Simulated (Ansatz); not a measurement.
## Electronic structure of C2H7FInO (SMILES C[OH+][In]([CH3])[F]) (charge +1) in real space

Input

```
crystal:
  periodic: [false, false, false]
  atoms:
    - {symbol: C, position_ang: [-2.289732, 0.281270, -1.748173]}
    - {symbol: C, position_ang: [1.689254, 0.249396, 0.177448]}
    - {symbol: F, position_ang: [0.973382, -1.996050, -3.066920]}
    - {symbol: In, position_ang: [0.994767, -0.810587, -1.527726]}
    - {symbol: O, position_ang: [-1.125359, -0.484004, -2.156827]}
    - {symbol: H, position_ang: [-2.590176, 0.974000, -2.557928]}
    - {symbol: H, position_ang: [-2.001113, 0.862493, -0.854267]}
    - {symbol: H, position_ang: [-3.121019, -0.403421, -1.491284]}
    - {symbol: H, position_ang: [-1.301802, -1.032272, -2.952022]}
    - {symbol: H, position_ang: [2.699336, -0.130862, 0.415010]}
    - {symbol: H, position_ang: [1.711150, 1.320876, -0.095919]}
    - {symbol: H, position_ang: [0.973685, 0.049251, 0.996428]}
basis:
  gaussian: {orbitals: def2-SVPD}
total_charge: 1
hamiltonian: {xc: {name: PBE0}}
output: {forces: true, orbitals: {seedname: orbitals}}
```

Run with:

```sh
ansatz run input.yaml --threads 2 --pin off --max-ram 4350MiB --events-out events.jsonl --progress --plain --runs-dir runs
```

Geometry: PBE-D3(BJ)/def2-SVP; core potentials replace the inner electrons of In.

Theory: Ansatz 0.2.0, isolated molecule in a Gaussian basis; Kohn-Sham density functional theory, functional PBE0.

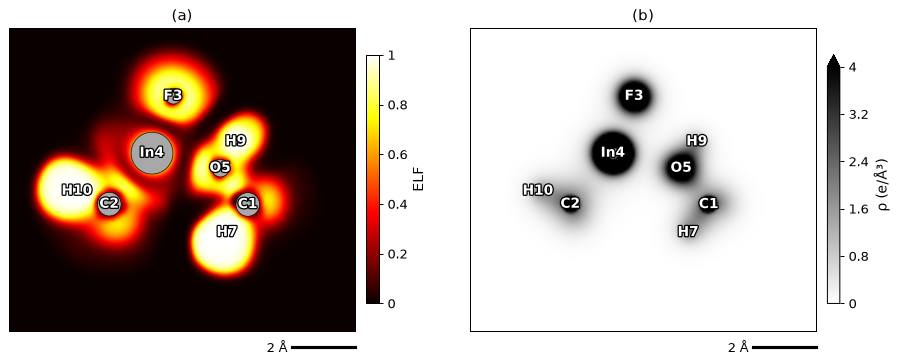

Figure 1. (a) electron localisation function; (b) electron density on the plane of atoms O5, C1 and H7. Grey discs cover the atomic cores in the ELF map.

### Describe what can be read from this map.

The plane passes through C, F, In, O and H nuclei. C–O (1.45 Å): ρ is about 1.8 e/Å³ halfway, with its minimum of 1.5 e/Å³ about 0.5 Å from C; the ELF peaks at about 0.90 between the atoms: a polar covalent bond. In–F (1.94 Å): the density is about 0.75 e/Å³ at the midpoint; the ELF peaks at about 0.80 in the valence shell of F, 0.5 Å from its nucleus, and drops to about 0.15 between the two atoms. C–In (2.12 Å): ρ is about 0.7 e/Å³ halfway; the ELF peaks at about 0.85 in the valence shell of C, 0.7 Å from its nucleus, and drops to about 0.20 between the two atoms. In–O (2.24 Å): the density is about 0.39 e/Å³ at the midpoint; the ELF peaks at about 0.90 in the valence shell of O, 0.6 Å from its nucleus, and drops to about 0.10 between the two atoms. O–H (0.98 Å): ρ is about 3.7 e/Å³ halfway; the ELF climbs to about 1 towards the hydrogen, as it does in any bond to H (a covalent bond by its length). The ELF also peaks beside F3, away from the bonds: lone-pair regions.

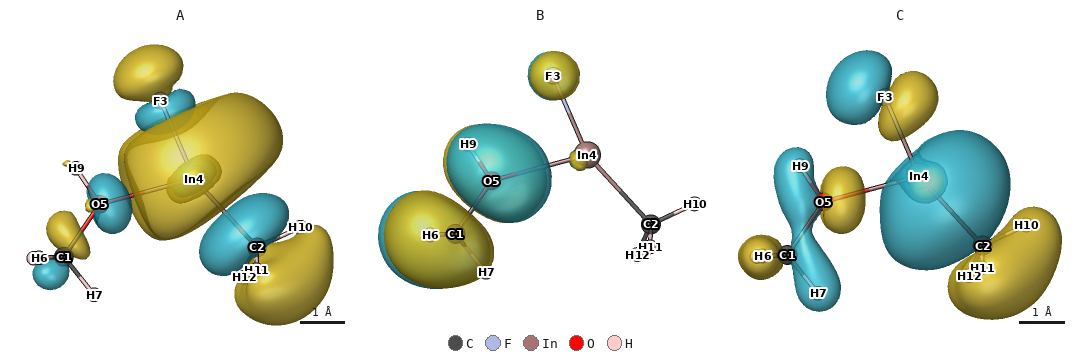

Figure 2. Three frontier orbitals at ±0.06 Å⁻³ᐟ² (yellow and cyan are the two phases), in no order.

### Order the three orbitals by energy and name them.

C is the HOMO−1 (−14.48 eV). Its weight (Hirshfeld) is mainly on C2 (about 35 %), In4 (about 30 %) and F3 (about 15 %). B is the HOMO (−14.12 eV). It lies mainly on O5 (about 50 %), C1 (about 20 %), H8 (about 10 %) and H6 (about 10 %). A is the LUMO (−6.73 eV). It lies mainly on In4 (about 50 %), C2 (about 25 %) and F3 (about 15 %).

### What is the HOMO–LUMO gap?

7.39 eV between the orbital energies.
